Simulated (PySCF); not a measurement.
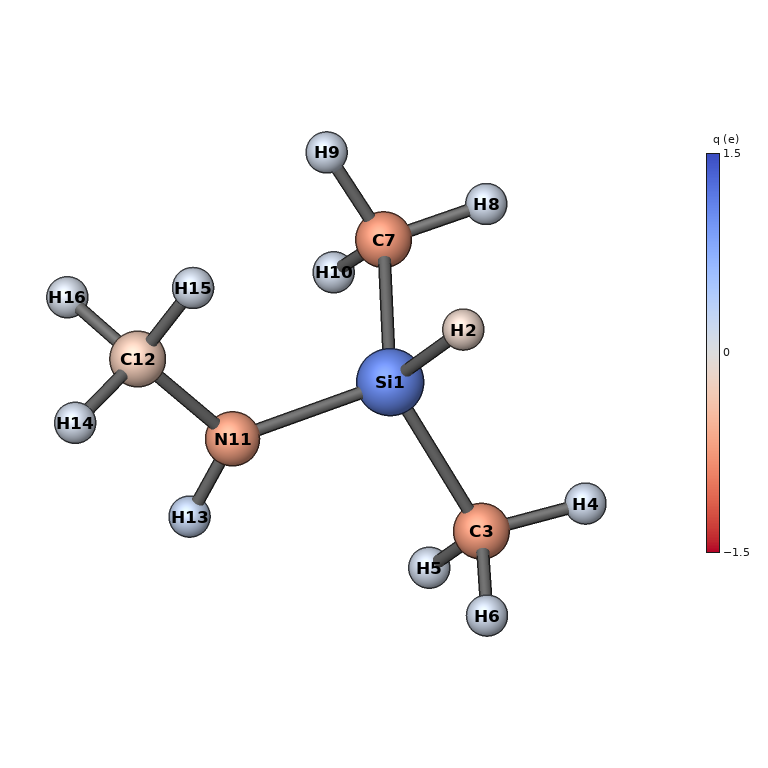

Atoms are coloured by their IAO charges. The computed structure is the end point of a PBE0-D3(BJ)/def2-SVP optimisation. No frequency run is at hand to confirm it as a minimum. Properties computed with PBE0/pcSseg-1, gas phase (PySCF 2.14.0).

Give the IAO charges atom by atom.

```
atom  value (e)
 Si1       1.05
  H2      −0.16
  C3      −0.72
  H4       0.15
  H5       0.15
  H6       0.16
  C7      −0.74
  H8       0.15
  H9       0.15
 H10       0.14
 N11      −0.67
 C12      −0.29
 H13       0.25
 H14       0.13
 H15       0.14
 H16       0.11
```
